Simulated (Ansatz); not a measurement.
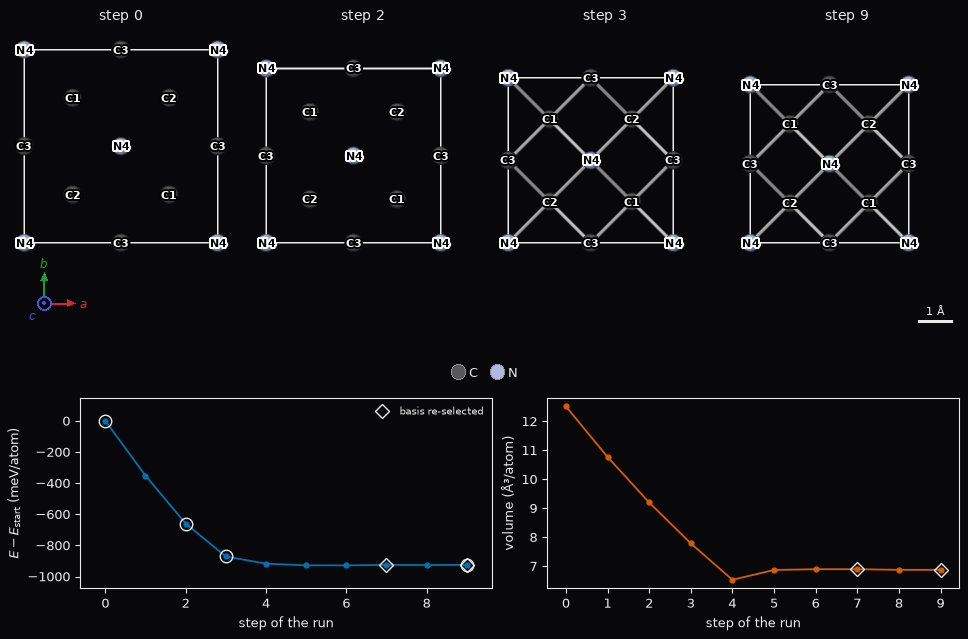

Frames of a relaxation of a crystal of C₃N (a generated structure, set up in Fm-3m) (coarse preliminary run), marked on the history of the run. Style: ball-and-stick. Shown: the conventional cell (4 times the calculation's cell), along the c axis. Lengths and directions refer to the drawn axes.

All numbers below come from DFT PBE, scalar-relativistic, plane waves, PAW in Ansatz.

Input file:
```yaml
crystal:
  lattice:
    - [0.0, 2.92515937, 2.92515937]
    - [2.92515937, 0.0, 2.92515937]
    - [2.92515937, 2.92515937, 0.0]
  atoms:
    - { symbol: C, position: [0.25, 0.25, 0.25] }
    - { symbol: C, position: [0.75, 0.75, 0.75] }
    - { symbol: C, position: [0.5, 0.5, 0.5] }
    - { symbol: "N", position: [0.0, 0.0, 0.0] }
basis:
  ecutwfc: 420
kpoints:
  mp_grid: { grid: [6, 6, 6] }
hamiltonian:
  xc: pbe
scf:
  occupations: { method: gaussian, width: 0.1 }
  lower_state_search: "off"
output:
  forces: true
  stress: true
  eigenvalues: true
relax:
  adjacent_minimum: "off"
  f_tol: 0.04
  max_steps: 70
  cell: { stress_tol: 0.4 }
```

Run as
```bash
ansatz run input.yaml --threads 1 --pin off --max-ram 2560MiB --backend cpu --events-out ev --progress --plain --runs-dir out
```

Question: What happens along the run?

Answer: After 7 accepted moves (9 points after the start) the energy has fallen by 926 meV per atom. All forces vanish by symmetry, so only the cell relaxes. The pressure goes from −31.50 to 0.01 GPa. At 2 points the geometry stayed and the basis and grid were re-selected for the new cell (energy shift of 2.6 meV per atom at most each time). The atoms keep their places relative to the cell (all moves are under 0.005 Å). Cell: a = b = c 5.850 → 4.791 Å (−18.1 %). Volume −45.1 %. Among the contacts that change: C1–N4 2.533 → 2.075 Å, C1–C3 2.533 → 2.075 Å. The space group stays Fm-3m (No. 225). The run took 8.3 s on 1 thread of Arm Neoverse V1, with other jobs on the host, peak memory 0.29 GiB. From step 0 to 2: volume −26.5 %, energy −660 meV per atom. From step 2 to 3: volume −15.3 %, energy −212 meV per atom. From step 3 to 9: volume −11.7 %, energy −54.4 meV per atom.

```csv
step,"E − E(0), meV/atom","pressure, GPa","volume, Å³/atom",note
0,0.00,-31.50,12.515,
1,-351.83,-32.28,10.772,
2,-659.52,-28.29,9.199,
3,-871.42,-17.40,7.788,
4,-917.32,11.36,6.528,
5,-928.34,0.71,6.868,
6,-928.31,0.00,6.894,
7,-925.75,-0.57,6.894,"same geometry, new basis"
8,-925.87,0.02,6.873,
9,-925.82,0.01,6.873,"same geometry, new basis"
```
